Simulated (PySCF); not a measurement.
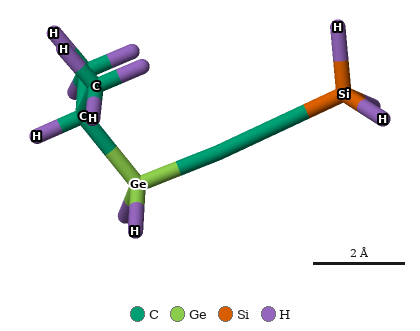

Figure 1. The structure (stick view, seen on its broad side). Sticks mark near contacts. Bond lengths as drawn: C–C 1.22 to 1.53 Å, C–Ge 1.91 to 1.97 Å, C–H 1.10 Å, C–Si 1.83 Å, Ge–H 1.54 Å and H–Si 1.49 Å.

## Excited-state calculation, with input and output: C5H12GeSi

The run: excited-state calculation of C5H12GeSi. Method and program: TDDFT CAM-B3LYP/def2-SVPD, vertical, IEF-PCM benzene (non-equilibrium linear response), core orbitals frozen in the response (PySCF 2.14.0).

The geometry comes from this level: PBE0-D3(BJ)/def2-SVP. It belongs to a series of runs on one base structure; here: solvent benzene.

Output
```
coarse grid: 69392 points
cycle   1  E = -2563.6529196155  dE = -2.524e-01  |g| = 5.364e-01  |ddm| = 7.453e+00
cycle   2  E = -2563.6681782292  dE = -1.526e-02  |g| = 5.135e-01  |ddm| = 1.878e+00
cycle   3  E = -2563.7085151070  dE = -4.034e-02  |g| = 3.649e-02  |ddm| = 7.808e-01
cycle   4  E = -2563.7086845963  dE = -1.695e-04  |g| = 2.400e-02  |ddm| = 1.233e-01
cycle   5  E = -2563.7088119440  dE = -1.273e-04  |g| = 9.425e-03  |ddm| = 5.130e-02
cycle   6  E = -2563.7088332382  dE = -2.129e-05  |g| = 1.866e-03  |ddm| = 2.168e-02
cycle   7  E = -2563.7088341360  dE = -8.978e-07  |g| = 3.944e-04  |ddm| = 4.927e-03
final grid: 145472 points
cycle   8  E = -2563.7088369699  dE = -4.511e-08  |g| = 4.189e-04  |ddm| = 6.488e-03
cycle   9  E = -2563.7088369447  dE =  2.523e-08  |g| = 5.341e-04  |ddm| = 1.504e-03
cycle  10  E = -2563.7088370150  dE = -7.033e-08  |g| = 8.444e-05  |ddm| = 7.910e-04
cycle  11  E = -2563.7088370168  dE = -1.783e-09  |g| = 1.211e-05  |ddm| = 1.599e-04
cycle  12  E = -2563.7088370169  dE = -6.185e-11  |g| = 4.769e-06  |ddm| = 5.062e-05
```

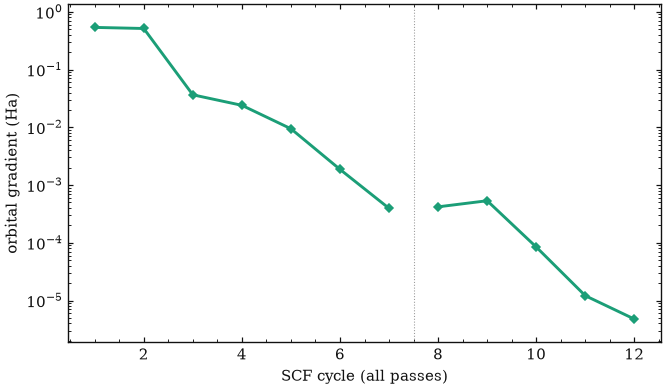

Figure 2. Convergence of the self-consistent field: orbital gradient against the SCF cycle. The dotted line marks the change from a coarse to the final integration grid. The first 7 cycles use a coarse grid, the final grid takes over at cycle 8, and the field converges after 12 cycles in all.

```
converged SCF energy = -2563.7088370169

Static polarisability (au): isotropic 136.552, principal 116.080 125.738 167.839

Singlet excitations
state   eV       nm        f      main configurations
  1   5.6244    220.4   0.00001   H-1->L 0.42, H->L+1 0.32, H-2->L+1 0.13
  2   5.8517    211.9   0.00196   H-1->L+1 0.43, H->L 0.34, H-2->L 0.11
  3   5.8530    211.8   0.00007   H-1->L 0.40, H->L+1 0.36, H-2->L+1 0.12
  4   7.1541    173.3   0.52781   H->L 0.54, H-1->L+1 0.14, H-2->L 0.13
  5   7.3824    167.9   0.19255   H->L+2 0.70
  6   7.4475    166.5   0.00002   H-1->L+2 0.83
```

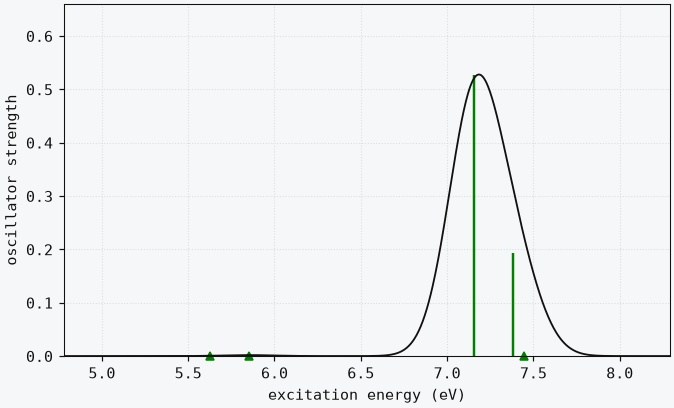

Figure 3. Computed excitations as sticks (degenerate states added up, dark ones marked on the axis), with a Gaussian envelope of 0.35 eV full width at half maximum, scaled to the tallest. Of the 6 states the lowest lies at 5.62 eV (f = 0.000); the strongest line is at 7.15 eV, or 173 nm (f = 0.528).

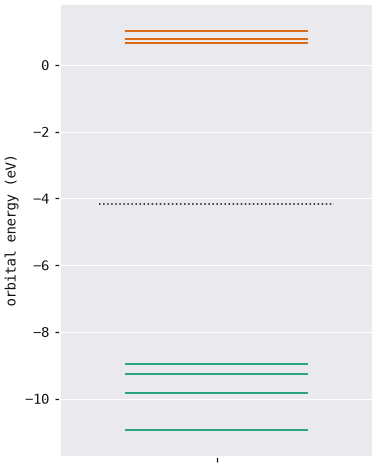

Figure 4. Orbital energies near the frontier; the dotted line parts filled from empty levels, and levels within 0.02 eV of each other stand side by side. Highest filled −8.97 eV, lowest empty 0.66 eV, 9.63 eV apart.

The run was set up as follows.

Input
```
{"job": {"kind": "uv", "xc": "CAM-B3LYP", "basis": "def2-SVPD", "solvent": "benzene", "nstates": 6, "ntriplets": 0}, "charge": 0, "multiplicity": 1}
C     -1.619962     1.361850    -0.596710
C     -1.808295    -0.141451    -0.420623
C     -1.958090    -0.536260     1.044815
Ge    -0.323307    -1.125203    -1.254564
C      1.280275    -0.614879    -0.347713
C      2.267941    -0.237533     0.270438
Si     3.745907     0.329625     1.191950
H     -0.699536     1.706847    -0.097778
H     -2.463676     1.916868    -0.153381
H     -1.551975     1.651330    -1.656892
H     -2.710207    -0.459268    -0.973718
H     -2.116674    -1.618579     1.170969
H     -2.818192    -0.019682     1.503212
H     -1.061332    -0.260218     1.623212
H     -0.488622    -2.648310    -1.102340
H     -0.157426    -0.759690    -2.740876
H      4.716696     0.961812     0.251294
H      3.337069     1.330383     2.221224
H      4.398300    -0.830055     1.867266
```

The first line tells a small driver script what to run in PySCF; the rest is the geometry in Å.

Launched with:
```bash
OMP_NUM_THREADS=1 python <driver script> task.json out
```

Key numbers

- outcome: converged
- total energy: −2563.708837 hartree
- HOMO: −8.97 eV
- LUMO: 0.66 eV
- dipole moment: 1.43 D
- mean polarisability: 136.55 a.u.
- lowest excitation: 5.62 eV
- hardware: 1 CPU thread, shared host
- wall time: 81 s
- peak memory: 1.5 GiB

Spin–orbit coupling is left out, which matters for the heavy atoms.
